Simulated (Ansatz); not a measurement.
Cost and result by functional for the surface energy of the (31-41) surface of hcp Zr in its 1x1 cell, outermost plane spacing 0.13 Å in the ideal cut, in Ansatz (plane waves, PAW). Single points on the PBE structure, on one kind of machine; costs are rough ratios of the slab run's core time (references not counted) to the cheapest single point. r2SCAN's cost holds its higher cutoff (500 against 420 eV). Differences are taken against r2SCAN for comparison alone: no measured value is at hand, so the table doesn't rank accuracy.

Slab: 28 atoms, 10.1 Å thick at the start (thin: gaps and levels are the slab's own); k 6x4x1, smearing 0.1 eV, dipole-corrected; all atoms relaxed; symmetry of the start imposed; no spin, no spin-orbit, no U. These notes are the PBE run's.

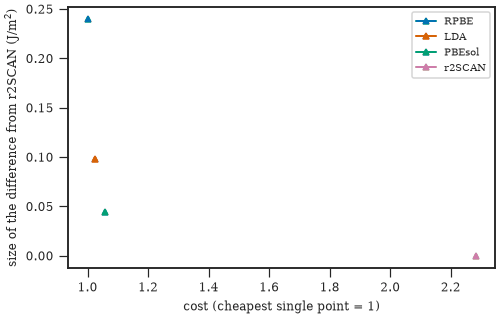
*Difference from r2SCAN against cost*

| functional | relative cost | surface energy (J/m²) | less r2SCAN (J/m²) |
|---|---|---|---|
| RPBE | 1 | 1.57 | -0.24 |
| LDA | 1 | 1.91 | 0.10 |
| PBEsol | 1 | 1.85 | 0.04 |
| r2SCAN | 2 | 1.81 | 0.00 |
| PBE (the relaxed run's value) | – | 1.69 | -0.12 |

The values span 0.34 J/m², while the single points' costs differ by a factor of roughly 2. Differences are of unrounded values.

Ansatz is a first-principles code.
